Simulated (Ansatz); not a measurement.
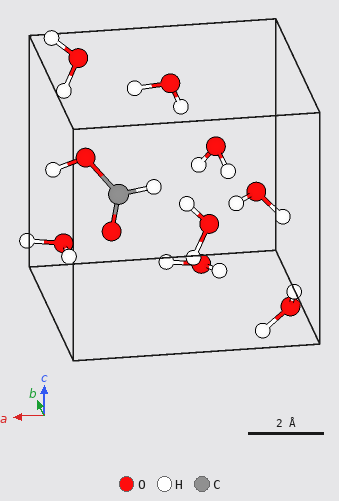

Starting frame of a dynamics run of a periodic cell with 8 H2O + 1 HCOOH at 1.042 g/cm³. Style: ball-and-stick. Shown: the simulation cell, from a free direction.

The calculation used DFT PBE-D3(BJ), scalar-relativistic, plane waves, PAW in Ansatz.

The input:
```yaml
accuracy: low
crystal:
  lattice:
    - [6.71657, 0.0, 0.0]
    - [0.0, 6.71657, 0.0]
    - [0.0, 0.0, 6.71657]
  atoms:
    - { symbol: O, position: [0.4737107, 0.01558836, 0.36918621] }
    - { symbol: H, position: [0.38395399, 0.10395931, 0.29776306] }
    - { symbol: H, position: [0.60324279, 0.08241465, 0.35986671] }
    - { symbol: O, position: [0.50375657, 0.54845461, 0.93546459] }
    - { symbol: H, position: [0.64309284, 0.58013868, 0.91145843] }
    - { symbol: H, position: [0.48579764, 0.40945778, 0.88976351] }
    - { symbol: O, position: [0.91030368, 0.69950229, 0.2126058] }
    - { symbol: H, position: [1.0548223, 0.72094175, 0.22515375] }
    - { symbol: H, position: [0.87014514, 0.80062692, 0.1115285] }
    - { symbol: O, position: [0.80320517, 0.964065, 0.89796207] }
    - { symbol: H, position: [0.8928375, 1.07002938, 0.94809472] }
    - { symbol: H, position: [0.87192756, 0.9051627, 0.78472896] }
    - { symbol: O, position: [0.18512976, 0.37963797, 0.51304873] }
    - { symbol: H, position: [0.24801812, 0.48377456, 0.42460073] }
    - { symbol: H, position: [0.09027957, 0.30770381, 0.42688368] }
    - { symbol: O, position: [0.07276982, 0.23343182, 0.06798922] }
    - { symbol: H, position: [0.03258374, 0.37339802, 0.07198549] }
    - { symbol: H, position: [0.18666315, 0.22610953, -0.0252221] }
    - { symbol: O, position: [0.32721304, 0.65435746, 0.27239029] }
    - { symbol: H, position: [0.39574299, 0.77860299, 0.31376243] }
    - { symbol: H, position: [0.39862535, 0.61074382, 0.14913719] }
    - { symbol: O, position: [0.38302077, 0.19008828, 0.79988913] }
    - { symbol: H, position: [0.32564591, 0.23417811, 0.67017177] }
    - { symbol: H, position: [0.47251859, 0.07906707, 0.7712095] }
    - { symbol: O, position: [0.84977306, 0.5372142, 0.64432438] }
    - { symbol: C, position: [0.73346865, 0.43853889, 0.51710724] }
    - { symbol: O, position: [0.78748043, 0.29529908, 0.41871406] }
    - { symbol: H, position: [0.99108937, 0.48677683, 0.62202291] }
    - { symbol: H, position: [0.5796892, 0.49838954, 0.51372934] }
basis:
  ecutwfc: 420.0
kpoints:
  mp_grid: { grid: [1, 1, 1] }
hamiltonian:
  xc: pbe
  dispersion: d3bj
scf:
  occupations: { method: fermi_dirac, width: 0.02 }
  lower_state_search: "off"
md:
  timestep: 0.75
  n_steps: 300
  ensemble: nvt_langevin
  temperature: 350.0
  initial_velocities: maxwell_boltzmann
  seed: 979039
  friction: 0.02
```

Command:
```bash
ansatz run input.yaml --threads 1 --pin off --max-ram 3072MiB --backend cpu --events-out ev --progress --plain --runs-dir out
```

### Predict how the run goes.

The mean temperature in the second half is 294 K (standard deviation 32 K). The potential energy in the second half lies on average 25.4 meV per atom above the first frame. Root-mean-square distances from the starting positions over the second half, with the common drift of all atoms taken out: H 0.57 Å, O 0.50 Å, C 0.34 Å. The heavy atoms stay within a fraction of a molecule's size of their starting places; so short a run doesn't tell a liquid from a solid.

Along the run (each row but the first and the last is the mean over the interval that it begins):

| time (fs) | potential energy (meV/atom) | T (K) |
| --- | --- | --- |
| 0.0 | 0.0 | 338 |
| 22.5 | 26.2 | 251 |
| 45.0 | 25.1 | 327 |
| 67.5 | 28.4 | 307 |
| 90.0 | 28.4 | 311 |
| 112.5 | 24.7 | 317 |
| 135.0 | 22.1 | 272 |
| 157.5 | 28.0 | 300 |
| 180.0 | 28.1 | 274 |
| 202.5 | 24.3 | 306 |
| 225.0 | 24.8 | 238 |

The paths of the atoms:

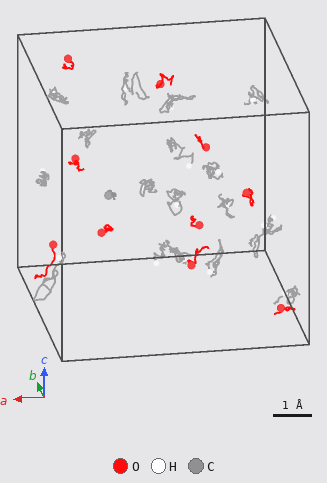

Limits of the set-up: the program's low-accuracy preset was used; the periodic images lie only 6.7 Å apart, so the values are limited by the cell's size.

The run took of the order of 9 core-minutes on a shared host.
